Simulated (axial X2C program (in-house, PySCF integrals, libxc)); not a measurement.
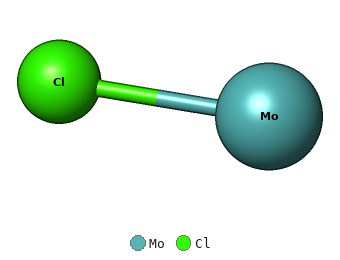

The molecule at the reference distance of 2.518 Å.

# Relativistic diatomic calculation, with input and output: MoCl⁻

MoCl⁻, single determinant with Ω = 3. Computed at this level: HF, two-component X2C with atomic mean-field Coulomb and Gaunt terms, Mo dyall-acv3z, Cl dyall-av3z (cores contracted) (axial X2C program (in-house, PySCF integrals, libxc)).

Summary:

| quantity | value |
| --- | --- |
| outcome | converged |
| bond length rₑ | 2.645 Å |
| ωₑ | 200.4 cm⁻¹ |
| energy at the minimum | −4505.59119 hartree |
| depth below the fragments | 1.06 eV |
| hardware | 1 thread of Arm Neoverse V1, 24 GiB of memory available, shared host |
| wall time | 8.4 s |
| peak memory | 0.96 GiB |

Notes:

Hartree–Fock lacks correlation, so it usually binds too weakly.

Input file:
```
{"zs": [42, 17], "q": -1, "bas": ["dyall-acv3z", "dyall-av3z"], "levels": ["PBE0", "HF", "r2SCAN"], "cc": true, "r0": 2.37, "thr": -1.0, "nmax": 90, "npts": 10, "nst": 2, "ntry": 6}
```

The line is the task of a batch: nuclear charges, charge, bases, the levels to run, a first guess of the distance and further settings. This report covers HF with spin-orbit coupling. The log is that of the reference distance 2.518 Å.

Launched within a batch (the task file carries these settings):
```bash
python <driver script> task.json out
```

The program's output:
```
two-component X2C + atomic mean field  HF
basis functions 225  fitting functions 1040  grid points 5081
iter        total energy     max residual
   1      -4505.562871096     3.30e-01
   2      -4505.588096227     4.74e-03
   3      -4505.589465710     1.86e-03
   4      -4505.589712334     1.14e-03
   5      -4505.589777545     4.70e-04
   6      -4505.589801556     2.06e-04
   7      -4505.589808112     1.21e-04
   8      -4505.589811002     3.91e-05
   9      -4505.589811457     2.64e-05
  10      -4505.589811592     1.60e-05
  11      -4505.589811619     9.60e-06
  12      -4505.589811628     5.02e-06
  13      -4505.589811631     2.96e-06
  14      -4505.589811632     1.30e-06
converged
one-electron -6529.37806645  Coulomb 2026.29743952  exact exchange -150.58749538  xc functional 0.00000000  nuclear repulsion 150.05263248  atomic mean-field constant -1.97432180
correlated 14  virtual 308  natural virtual 90  E(MP2) -0.304591042  MP2 remainder -0.013765779
iter   CCSD correlation   residual
   1     -0.307013366   9.03e-02
   2     -0.312931047   3.14e-02
   3     -0.313553982   1.18e-02
   4     -0.313565608   5.19e-03
   5     -0.313591249   1.87e-03
   6     -0.313594811   8.70e-04
   7     -0.313595530   3.77e-04
   8     -0.313595764   1.17e-04
   9     -0.313594762   3.60e-05
  10     -0.313595029   1.24e-05
  11     -0.313595070   3.76e-06
  12     -0.313595110   1.28e-06
  13     -0.313595114   4.83e-07
(T) -0.012336965940704912  T1 0.0215  D1 0.0612  max T2 0.042
```

The points of the curve:

| R (Å) | E (hartree) | dipole (D; origin at the first atom, positive when the second is positive) | highest filled (eV) | lowest empty (eV) |
| --- | --- | --- | --- | --- |
| 2.191 | −4505.561117 | 1.08 | −0.81 | 2.05 |
| 2.291 | −4505.575814 | −0.21 | −1.02 | 2.05 |
| 2.367 | −4505.582790 | −1.06 | −1.15 | 2.05 |
| 2.442 | −4505.587246 | −1.86 | −1.28 | 2.05 |
| 2.518 | −4505.589812 | −2.62 | −1.40 | 2.05 |
| 2.606 | −4505.591077 | −3.47 | −1.53 | 2.05 |
| 2.694 | −4505.591035 | −4.29 | −1.66 | 2.05 |
| 2.808 | −4505.589741 | −5.32 | −1.81 | 2.05 |
| 2.946 | −4505.587091 | −6.54 | −1.98 | 2.05 |
| 3.147 | −4505.582449 | −8.25 | −2.21 | 2.04 |

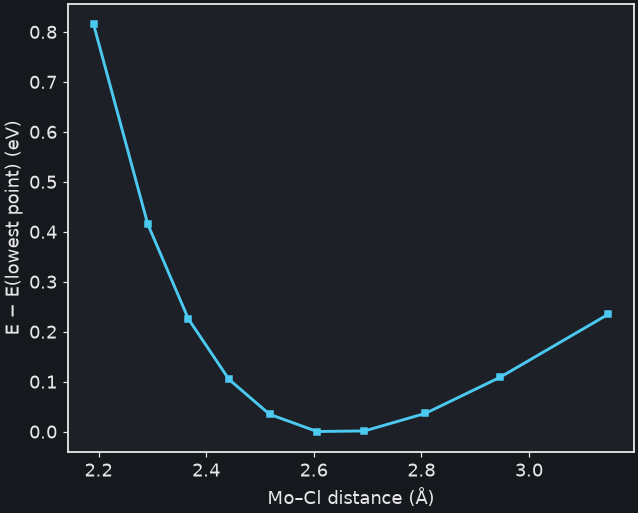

Energy at 10 bond lengths, for one set of occupations held fixed; the line joins the points. A polynomial of degree 6 through 9 points gives rₑ = 2.645 Å, ωₑ = 200.4 cm⁻¹, ωₑxₑ = 1.5 cm⁻¹ and Bₑ = 0.09349 cm⁻¹. The minimum lies 1.06 eV below Mo + Cl⁻, each computed as one determinant at the same level.

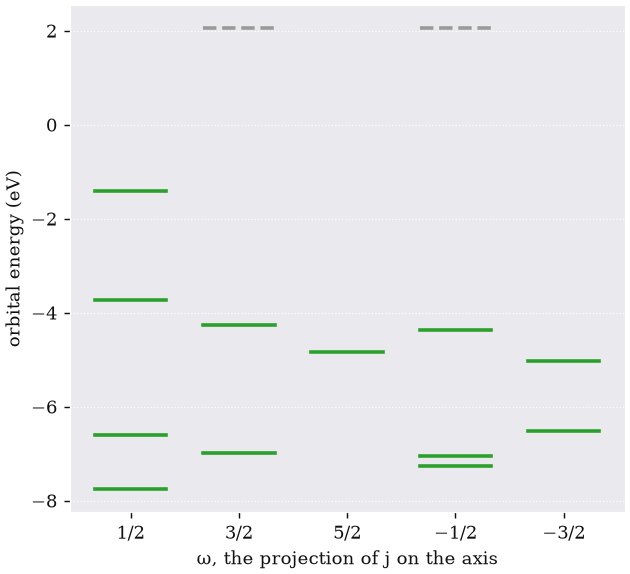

Orbital energies near the frontier at 2.52 Å, filled (solid) and empty (dashed). The highest filled spinor (1/2; 50 % Mo s, 34 % Mo p) lies at −1.40 eV, the lowest empty one (−1/2; 100 % Mo p) at 2.05 eV.
